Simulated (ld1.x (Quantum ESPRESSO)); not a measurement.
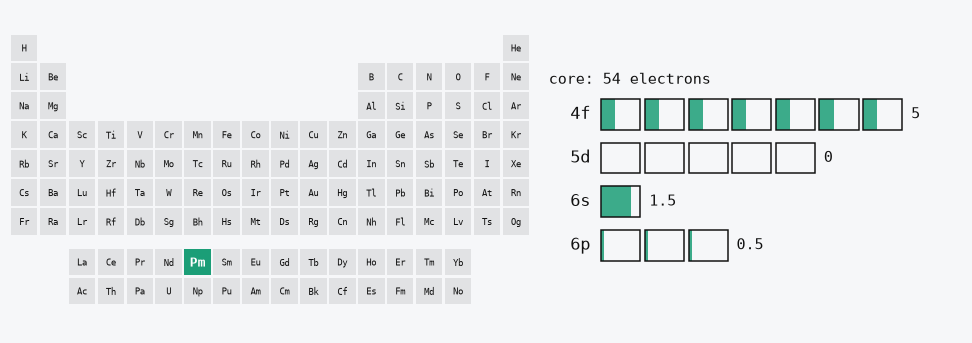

Left, the place of promethium in the periodic table; right, the valence shells of the reference configuration: a box for each of the 2l + 1 orbitals, shaded by the share of the shell that is filled, with the electron count at the right.

## Run report: Pm, pseudopotential generation

System: promethium (Pm, Z = 61), core [Xe], reference valence 4f5 5d0 6s1.5 6p0.5, valence charge 7.
Method: ultrasoft potential, PBEsol, scalar-relativistic, made with ld1.x (Quantum ESPRESSO) 7.5.

## Input
```
 &input
   title='Pm', zed=61., rel=1, dft='PBESOL', iswitch=3,
   config='[Xe] 4f5 5d0 6s1.5 6p0.5',
   nld=4, rlderiv=3.85, eminld=-2.0, emaxld=5.0, deld=0.02
 /
 &inputp
   pseudotype=3, tm=.true., lloc=-1, rcloc=1.40,
   nlcc=.false.,
   file_pseudopw='Pm.UPF', file_wfcaegen='ae.wfc', file_wfcncgen='nc.wfc', file_beta='beta', file_chi='chi', file_wfcusgen='us.wfc'
 /
8
6S  1  0   1.50   0.00  3.05  3.55  0.0
6S  1  0   0.00   1.65  3.05  3.55  0.0
6P  2  1   0.50   0.00  2.20  2.20  0.0
6P  2  1   0.00   3.50  2.20  2.20  0.0
5D  3  2   0.00   0.00  2.05  2.75  0.0
5D  3  2   0.00   0.25  2.05  2.75  0.0
4F  4  3   5.00   0.00  1.15  1.30  0.0
4F  4  3   0.00   1.15  1.15  1.30  0.0
 &test
   configts(1)='4f5 5d0 6s1.5 6p0.5'
 /
```

Hardware: 1 CPU thread, shared host.

Command:
```bash
ld1.x < Pm.in > Pm.out
```

## Output
```
     Program LD1 v.7.5
     --------------------------- All-electron run ----------------------------

     Pm
     scalar relativistic calculation

     atomic number is 61.00
     dft =PBESOL   lsd =0 sic =0 latt =0  beta=0.20 tr2=1.0E-14
     Exchange-correlation= PBESOL
                           (   1   4  10   8   0   0   0)
     mesh =1259 r(mesh) = 100.89962 a.u. xmin = -7.00 dx = 0.01250
     1 Ry =  13.60569312 eV, c = 137.03599908

     n l     nl                  e(Ry)          e(Ha)          e(eV)
     1 0     1S 1( 2.00)     -3307.8446     -1653.9223    -45005.5182
     2 0     2S 1( 2.00)      -537.8739      -268.9370     -7318.1474
     2 1     2P 1( 6.00)      -480.3915      -240.1958     -6536.0594
     3 0     3S 1( 2.00)      -117.3109       -58.6555     -1596.0963
     3 1     3P 1( 6.00)       -99.2646       -49.6323     -1350.5633
     4 0     4S 1( 2.00)       -23.3444       -11.6722      -317.6168
     4 1     4P 1( 6.00)       -17.4222        -8.7111      -237.0405
     3 2     3D 1(10.00)       -74.5214       -37.2607     -1013.9155
     5 0     5S 1( 2.00)        -3.1279        -1.5639       -42.5567
     5 1     5P 1( 6.00)        -1.7149        -0.8575       -23.3326
     4 2     4D 1(10.00)        -9.0607        -4.5303      -123.2768
     4 3     4F 1( 5.00)        -0.2072        -0.1036        -2.8193
     5 2     5D 1( 0.00)        -0.1692        -0.0846        -2.3015
     6 0     6S 1( 1.50)        -0.2879        -0.1440        -3.9176
     6 1     6P 1( 0.50)        -0.1110        -0.0555        -1.5107

     final scf error:  6.3E-15 reached in  31 iterations

     Etot =  -20033.855402 Ry,  -10016.927701 Ha, -272574.488674 eV

     Ekin =   21367.926815 Ry,   10683.963408 Ha,  290725.454924 eV
     Encl =  -48718.686955 Ry,  -24359.343477 Ha, -662851.504062 eV
     Eh   =    7766.889213 Ry,    3883.444607 Ha,  105673.911158 eV
     Exc  =    -449.984476 Ry,    -224.992238 Ha,   -6122.350694 eV

     normalization and overlap integrals

     s(1S/1S) =  1.000000  <r> =   0.0232  <r2> =    0.0007  r(max) =   0.0148
     s(2S/2S) =  1.000000  <r> =   0.0990  <r2> =    0.0116  r(max) =   0.0843
     s(2P/2P) =  1.000000  <r> =   0.0871  <r2> =    0.0093  r(max) =   0.0673
     s(3S/3S) =  1.000000  <r> =   0.2606  <r2> =    0.0776  r(max) =   0.2379
     s(3P/3P) =  1.000000  <r> =   0.2589  <r2> =    0.0777  r(max) =   0.2350
     s(4S/4S) =  1.000000  <r> =   0.5930  <r2> =    0.3969  r(max) =   0.5497
     s(4P/4P) =  1.000000  <r> =   0.6280  <r2> =    0.4485  r(max) =   0.5779
     s(3D/3D) =  1.000000  <r> =   0.2363  <r2> =    0.0657  r(max) =   0.1924
     s(5S/5S) =  1.000000  <r> =   1.4397  <r2> =    2.3328  r(max) =   1.2861
     s(5P/5P) =  1.000000  <r> =   1.6918  <r2> =    3.2559  r(max) =   1.4574
     s(4D/4D) =  1.000000  <r> =   0.6885  <r2> =    0.5503  r(max) =   0.6000
     s(4F/4F) =  1.000000  <r> =   1.0632  <r2> =    1.5996  r(max) =   0.6387
     s(5D/5D) =  1.000000  <r> =   3.2120  <r2> =   12.8262  r(max) =   2.1741
     s(6S/6S) =  1.000000  <r> =   4.3207  <r2> =   21.1719  r(max) =   3.6753
     s(6P/6P) =  1.000000  <r> =   5.9213  <r2> =   40.1540  r(max) =   4.9611

     ------------------------ End of All-electron run ------------------------

     --------------------- Generating US pseudopotential ---------------------

      Generating local potential from pseudized AE potential:
      Matching radius rcloc =   1.4000

      Local pseudo, rcloc= 1.404 Estimated cut-off energy=    12.57 Ry

      Wfc   6S  rcut= 3.047  Using Troullier-Martins method
      Wfc-us  6S rcutus= 3.540  Estimated cut-off energy=     9.79 Ry

      Wfc   6S  rcut= 3.047  Using Troullier-Martins method
      Wfc-us  6S rcutus= 3.540  Estimated cut-off energy=     7.21 Ry

      Wfc   6P  rcut= 2.201  Using Troullier-Martins method

      Wfc   6P  rcut= 2.201  Using Troullier-Martins method

      Wfc   5D  rcut= 2.042  Using Troullier-Martins method
      Wfc-us  5D rcutus= 2.757  Estimated cut-off energy=    14.87 Ry

      Wfc   5D  rcut= 2.042  Using Troullier-Martins method
      Wfc-us  5D rcutus= 2.757  Estimated cut-off energy=    16.30 Ry

      Wfc   4F  rcut= 1.149  Using Troullier-Martins method
      Wfc-us  4F rcutus= 1.302  Estimated cut-off energy=    92.74 Ry

      Wfc   4F  rcut= 1.149  Using Troullier-Martins method
      Wfc-us  4F rcutus= 1.302  Estimated cut-off energy=   111.52 Ry

       Warning: n=1, l=0 expected 0 nodes, found 1
       Setting wfc to zero for this iteration
       (This warning will only be printed once per wavefunction)

       Zero norm: self consistency problem; state:  3 (l=  0, j=0.0)

       Warning: n=2, l=1 expected 0 nodes, found 2
       Setting wfc to zero for this iteration
       (This warning will only be printed once per wavefunction)

       Zero norm: self consistency problem; state:  4 (l=  1, j=0.0)

     ------------------- End of pseudopotential generation -------------------

     --------------------------- All-electron run ----------------------------

     Pm
     scalar relativistic calculation

     atomic number is 61.00
     dft =PBESOL   lsd =0 sic =0 latt =0  beta=0.20 tr2=1.0E-14
     Exchange-correlation= PBESOL
                           (   1   4  10   8   0   0   0)
     mesh =1259 r(mesh) = 100.89962 a.u. xmin = -7.00 dx = 0.01250
     1 Ry =  13.60569312 eV, c = 137.03599908

     n l     nl                  e(Ry)          e(Ha)          e(eV)
     1 0     1S 1( 2.00)     -3307.8446     -1653.9223    -45005.5182
     2 0     2S 1( 2.00)      -537.8739      -268.9370     -7318.1474
     2 1     2P 1( 6.00)      -480.3915      -240.1958     -6536.0594
     3 0     3S 1( 2.00)      -117.3109       -58.6555     -1596.0963
     3 1     3P 1( 6.00)       -99.2646       -49.6323     -1350.5633
     4 0     4S 1( 2.00)       -23.3444       -11.6722      -317.6168
     4 1     4P 1( 6.00)       -17.4222        -8.7111      -237.0405
     3 2     3D 1(10.00)       -74.5214       -37.2607     -1013.9155
     5 0     5S 1( 2.00)        -3.1279        -1.5639       -42.5567
     5 1     5P 1( 6.00)        -1.7149        -0.8575       -23.3326
     4 2     4D 1(10.00)        -9.0607        -4.5303      -123.2768
     4 3     4F 1( 5.00)        -0.2072        -0.1036        -2.8193
     5 2     5D 1( 0.00)        -0.1692        -0.0846        -2.3015
     6 0     6S 1( 1.50)        -0.2879        -0.1440        -3.9176
     6 1     6P 1( 0.50)        -0.1110        -0.0555        -1.5107

     final scf error:  6.3E-15 reached in  31 iterations

     Etot =  -20033.855402 Ry,  -10016.927701 Ha, -272574.488674 eV

     Ekin =   21367.926815 Ry,   10683.963408 Ha,  290725.454924 eV
     Encl =  -48718.686955 Ry,  -24359.343477 Ha, -662851.504062 eV
     Eh   =    7766.889213 Ry,    3883.444607 Ha,  105673.911158 eV
     Exc  =    -449.984476 Ry,    -224.992238 Ha,   -6122.350694 eV

     normalization and overlap integrals

     s(1S/1S) =  1.000000  <r> =   0.0232  <r2> =    0.0007  r(max) =   0.0148
     s(2S/2S) =  1.000000  <r> =   0.0990  <r2> =    0.0116  r(max) =   0.0843
     s(2P/2P) =  1.000000  <r> =   0.0871  <r2> =    0.0093  r(max) =   0.0673
     s(3S/3S) =  1.000000  <r> =   0.2606  <r2> =    0.0776  r(max) =   0.2379
     s(3P/3P) =  1.000000  <r> =   0.2589  <r2> =    0.0777  r(max) =   0.2350
     s(4S/4S) =  1.000000  <r> =   0.5930  <r2> =    0.3969  r(max) =   0.5497
     s(4P/4P) =  1.000000  <r> =   0.6280  <r2> =    0.4485  r(max) =   0.5779
     s(3D/3D) =  1.000000  <r> =   0.2363  <r2> =    0.0657  r(max) =   0.1924
     s(5S/5S) =  1.000000  <r> =   1.4397  <r2> =    2.3328  r(max) =   1.2861
     s(5P/5P) =  1.000000  <r> =   1.6918  <r2> =    3.2559  r(max) =   1.4574
     s(4D/4D) =  1.000000  <r> =   0.6885  <r2> =    0.5503  r(max) =   0.6000
     s(4F/4F) =  1.000000  <r> =   1.0632  <r2> =    1.5996  r(max) =   0.6387
     s(5D/5D) =  1.000000  <r> =   3.2120  <r2> =   12.8262  r(max) =   2.1741
     s(6S/6S) =  1.000000  <r> =   4.3207  <r2> =   21.1719  r(max) =   3.6753
     s(6P/6P) =  1.000000  <r> =   5.9213  <r2> =   40.1540  r(max) =   4.9611

     ------------------------ End of All-electron run ------------------------

     Computing logarithmic derivative in   3.83971
       Zero norm: self consistency problem; state:  3 (l=  0, j=0.0)
       Zero norm: self consistency problem; state:  4 (l=  1, j=0.0)
       Zero norm: self consistency problem; state:  3 (l=  0, j=0.0)
       Zero norm: self consistency problem; state:  4 (l=  1, j=0.0)
       Zero norm: self consistency problem; state:  3 (l=  0, j=0.0)
       Zero norm: self consistency problem; state:  4 (l=  1, j=0.0)
       Zero norm: self consistency problem; state:  3 (l=  0, j=0.0)
       Zero norm: self consistency problem; state:  4 (l=  1, j=0.0)
       Zero norm: self consistency problem; state:  3 (l=  0, j=0.0)
       Zero norm: self consistency problem; state:  4 (l=  1, j=0.0)
       Zero norm: self consistency problem; state:  3 (l=  0, j=0.0)
       Zero norm: self consistency problem; state:  4 (l=  1, j=0.0)
       Zero norm: self consistency problem; state:  3 (l=  0, j=0.0)
       Zero norm: self consistency problem; state:  4 (l=  1, j=0.0)
       Zero norm: self consistency problem; state:  3 (l=  0, j=0.0)
       Zero norm: self consistency problem; state:  4 (l=  1, j=0.0)
       Zero norm: self consistency problem; state:  3 (l=  0, j=0.0)
       Zero norm: self consistency problem; state:  4 (l=  1, j=0.0)
       Zero norm: self consistency problem; state:  3 (l=  0, j=0.0)
       Zero norm: self consistency problem; state:  4 (l=  1, j=0.0)
       Zero norm: self consistency problem; state:  3 (l=  0, j=0.0)
       Zero norm: self consistency problem; state:  4 (l=  1, j=0.0)
       Zero norm: self consistency problem; state:  3 (l=  0, j=0.0)
       Zero norm: self consistency problem; state:  4 (l=  1, j=0.0)
       Zero norm: self consistency problem; state:  3 (l=  0, j=0.0)
       Zero norm: self consistency problem; state:  4 (l=  1, j=0.0)
       Zero norm: self consistency problem; state:  3 (l=  0, j=0.0)
       Zero norm: self consistency problem; state:  4 (l=  1, j=0.0)
       Zero norm: self consistency problem; state:  3 (l=  0, j=0.0)
       Zero norm: self consistency problem; state:  4 (l=  1, j=0.0)
       Zero norm: self consistency problem; state:  3 (l=  0, j=0.0)
       Zero norm: self consistency problem; state:  4 (l=  1, j=0.0)
       Zero norm: self consistency problem; state:  3 (l=  0, j=0.0)
       Zero norm: self consistency problem; state:  4 (l=  1, j=0.0)
       Zero norm: self consistency problem; state:  3 (l=  0, j=0.0)
       Zero norm: self consistency problem; state:  4 (l=  1, j=0.0)
       Zero norm: self consistency problem; state:  3 (l=  0, j=0.0)
       Zero norm: self consistency problem; state:  4 (l=  1, j=0.0)
       Zero norm: self consistency problem; state:  3 (l=  0, j=0.0)
       Zero norm: self consistency problem; state:  4 (l=  1, j=0.0)
       Zero norm: self consistency problem; state:  3 (l=  0, j=0.0)
       Zero norm: self consistency problem; state:  4 (l=  1, j=0.0)
       Zero norm: self consistency problem; state:  3 (l=  0, j=0.0)
       Zero norm: self consistency problem; state:  4 (l=  1, j=0.0)
       Zero norm: self consistency problem; state:  3 (l=  0, j=0.0)
       Zero norm: self consistency problem; state:  4 (l=  1, j=0.0)
       Zero norm: self consistency problem; state:  3 (l=  0, j=0.0)
       Zero norm: self consistency problem; state:  4 (l=  1, j=0.0)
       Zero norm: self consistency problem; state:  3 (l=  0, j=0.0)
       Zero norm: self consistency problem; state:  4 (l=  1, j=0.0)
       Zero norm: self consistency problem; state:  3 (l=  0, j=0.0)
       Zero norm: self consistency problem; state:  4 (l=  1, j=0.0)
       Zero norm: self consistency problem; state:  3 (l=  0, j=0.0)
       Zero norm: self consistency problem; state:  4 (l=  1, j=0.0)
       Zero norm: self consistency problem; state:  3 (l=  0, j=0.0)
       Zero norm: self consistency problem; state:  4 (l=  1, j=0.0)
       Zero norm: self consistency problem; state:  3 (l=  0, j=0.0)
       Zero norm: self consistency problem; state:  4 (l=  1, j=0.0)
       Zero norm: self consistency problem; state:  3 (l=  0, j=0.0)
       Zero norm: self consistency problem; state:  4 (l=  1, j=0.0)
       Zero norm: self consistency problem; state:  3 (l=  0, j=0.0)
       Zero norm: self consistency problem; state:  4 (l=  1, j=0.0)
       Zero norm: self consistency problem; state:  3 (l=  0, j=0.0)
       Zero norm: self consistency problem; state:  4 (l=  1, j=0.0)
       Zero norm: self consistency problem; state:  3 (l=  0, j=0.0)
       Zero norm: self consistency problem; state:  4 (l=  1, j=0.0)
       Zero norm: self consistency problem; state:  3 (l=  0, j=0.0)
       Zero norm: self consistency problem; state:  4 (l=  1, j=0.0)
       Zero norm: self consistency problem; state:  3 (l=  0, j=0.0)
       Zero norm: self consistency problem; state:  4 (l=  1, j=0.0)
       Zero norm: self consistency problem; state:  3 (l=  0, j=0.0)
       Zero norm: self consistency problem; state:  4 (l=  1, j=0.0)
       Zero norm: self consistency problem; state:  3 (l=  0, j=0.0)
       Zero norm: self consistency problem; state:  4 (l=  1, j=0.0)
       Zero norm: self consistency problem; state:  3 (l=  0, j=0.0)
       Zero norm: self consistency problem; state:  4 (l=  1, j=0.0)
       Zero norm: self consistency problem; state:  3 (l=  0, j=0.0)
       Zero norm: self consistency problem; state:  4 (l=  1, j=0.0)
       Zero norm: self consistency problem; state:  3 (l=  0, j=0.0)
       Zero norm: self consistency problem; state:  4 (l=  1, j=0.0)
       Zero norm: self consistency problem; state:  3 (l=  0, j=0.0)
       Zero norm: self consistency problem; state:  4 (l=  1, j=0.0)
       Zero norm: self consistency problem; state:  3 (l=  0, j=0.0)
       Zero norm: self consistency problem; state:  4 (l=  1, j=0.0)
       Zero norm: self consistency problem; state:  3 (l=  0, j=0.0)
       Zero norm: self consistency problem; state:  4 (l=  1, j=0.0)
       Zero norm: self consistency problem; state:  3 (l=  0, j=0.0)
       Zero norm: self consistency problem; state:  4 (l=  1, j=0.0)
       Zero norm: self consistency problem; state:  3 (l=  0, j=0.0)
       Zero norm: self consistency problem; state:  4 (l=  1, j=0.0)
       Zero norm: self consistency problem; state:  3 (l=  0, j=0.0)
       Zero norm: self consistency problem; state:  4 (l=  1, j=0.0)
       Zero norm: self consistency problem; state:  3 (l=  0, j=0.0)
       Zero norm: self consistency problem; state:  4 (l=  1, j=0.0)
       Zero norm: self consistency problem; state:  3 (l=  0, j=0.0)
       Zero norm: self consistency problem; state:  4 (l=  1, j=0.0)
       Zero norm: self consistency problem; state:  3 (l=  0, j=0.0)
       Zero norm: self consistency problem; state:  4 (l=  1, j=0.0)

 %%%%%%%%%%%%%%%%%%%%%%%%%%%%%%%%%%%%%%%%%%%%%%%%%%%%%%%%%%%%%%%%%%%%%%%%%%%%%%
     Error in routine run_pseudo (1):
     Errors in PS-KS equation
 %%%%%%%%%%%%%%%%%%%%%%%%%%%%%%%%%%%%%%%%%%%%%%%%%%%%%%%%%%%%%%%%%%%%%%%%%%%%%%

     stopping ...
```

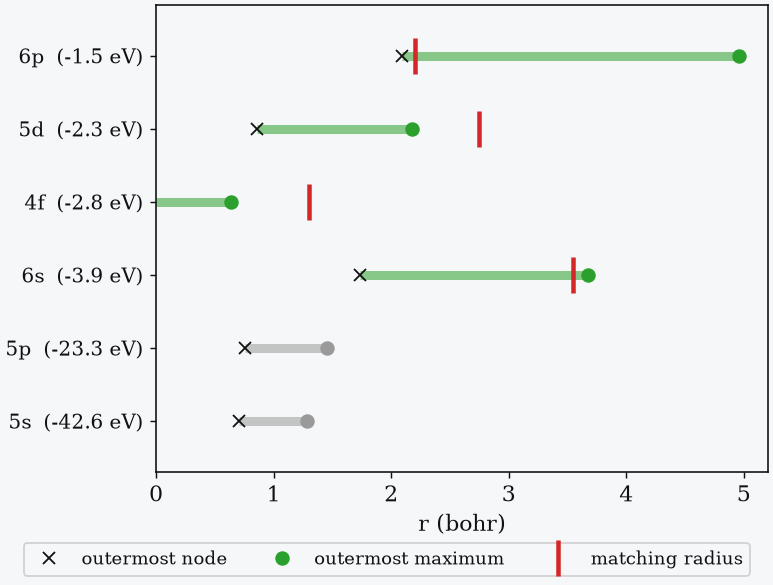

Outer shells of the all-electron reference atom: each bar runs from the outermost node (or the nucleus) to the outermost maximum of u(r); the tick is the radius chosen for the pseudo-wave. Shells without a tick have no pseudo-wave of their own. Levels, nodes and maxima are from ld1.x, scalar-relativistic.

- Radii against the shells: 6s: 3.55 bohr, between node and maximum; 4f: 1.30 bohr, outside the maximum; 5d: 2.75 bohr, outside the maximum; 6p: 2.20 bohr, between node and maximum.

## What the run reported

- outcome: ended with an error
- wall time: 1.4 s

## Diagnosis

The generator stopped with the message “run_pseudo: Errors in PS-KS equation”. In words: the pseudo-atom solver did not find the valence states with the expected number of nodes, which is the usual sign of a ghost state.
